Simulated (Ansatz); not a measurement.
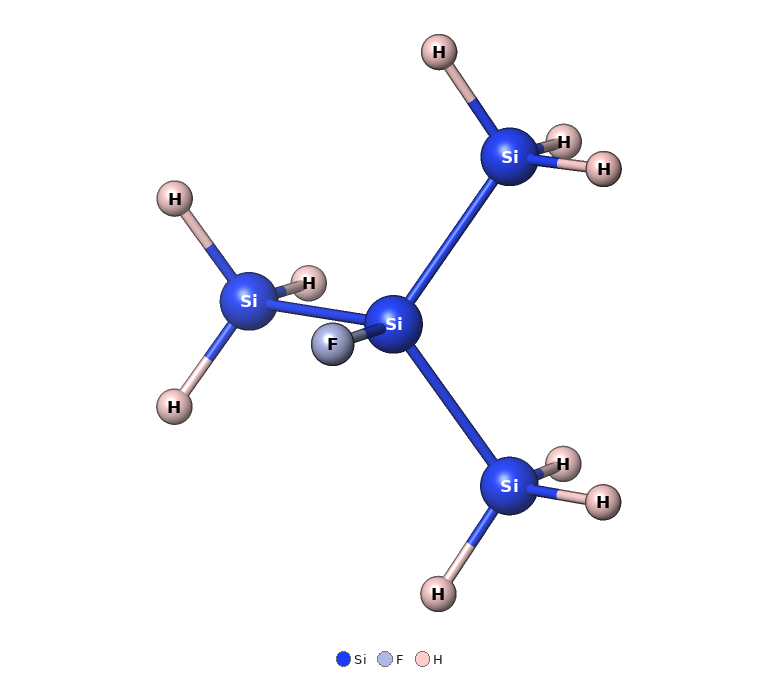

Ball-and-stick drawing of a structure.

Identify the structure.

Formula FH₉Si₄. The point group is C3v. Coordination: 4 Si tetrahedral.

More results for the same structure follow; atom numbers are the same in all pictures, views and colours differ. The computed structure is the end point of a PBE0-D4/def2-TZVP optimisation.

### Shape

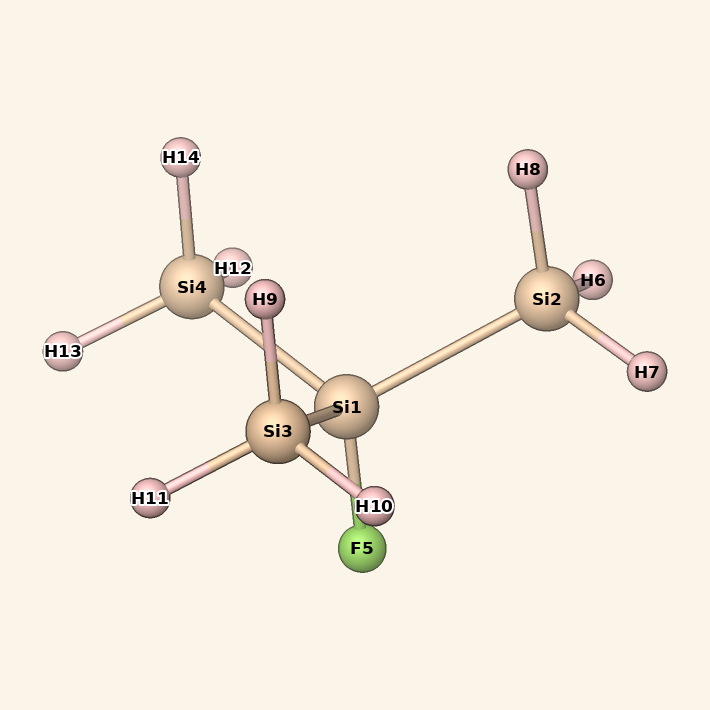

Si1 lies behind Si3. The molecule seen a little off the Si3–Si1 bond, Si3 in front. Distant atoms are faded towards the background colour.

Question: What is the torsion angle H9–Si3–Si1–Si2? The sign is positive where the front bond must turn clockwise to cover the back bond.

Answer: 60°, synclinal (gauche). The bonds about Si3–Si1 are staggered.

### Electronic properties

Method: RKS PBE0-D4/def2-TZVP (Ansatz 0.2.0).

Predict the main results.

- dipole moment: 1.02 D
- dispersion correction: −32.2 kJ/mol

### Vibrations

Harmonic vibrations computed with RKS PBE0-D4/def2-TZVP (Ansatz 0.2.0) at a stationary point of the same level.

Question: List the wavenumbers.

Answer: 36 modes: 70, 80, 80, 97, 97, 106, 175, 175, 333, 407, 408, 443, 512, 512, 538, 568, 568, 836, 850, 851, 898, 925, 931, 931, 935, 936, 945, 2210, 2210, 2216, 2223, 2223, 2227, 2227, 2229, 2229 cm⁻¹.

### Charges

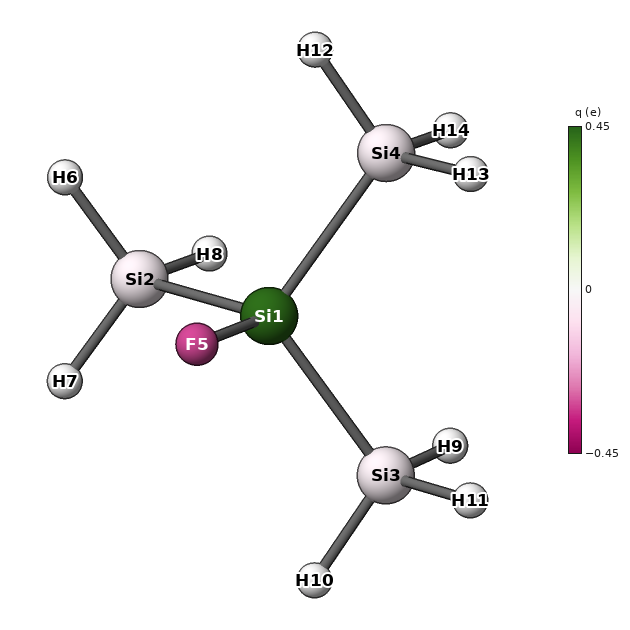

Atoms are coloured by their Mulliken charges. Properties computed with RKS PBE0-D4/def2-TZVP (Ansatz 0.2.0).

Question: Which atom carries the highest charge (most positive or least negative)?

Answer: Si1 (0.43 e).

Question: And the lowest?

Answer: F5 (−0.32 e).

List the Mulliken charges.

```json
{"atom": "Si1", "value (e)": "0.43"}
{"atom": "Si2", "value (e)": "−0.03"}
{"atom": "Si3", "value (e)": "−0.03"}
{"atom": "Si4", "value (e)": "−0.03"}
{"atom": "F5", "value (e)": "−0.32"}
{"atom": "H6", "value (e)": "0.00"}
{"atom": "H7", "value (e)": "0.00"}
{"atom": "H8", "value (e)": "0.00"}
{"atom": "H9", "value (e)": "0.00"}
{"atom": "H10", "value (e)": "0.00"}
{"atom": "H11", "value (e)": "0.00"}
{"atom": "H12", "value (e)": "0.00"}
{"atom": "H13", "value (e)": "0.00"}
{"atom": "H14", "value (e)": "0.00"}
```

Mulliken values depend strongly on the basis set and can even reverse the polarity of a bond.
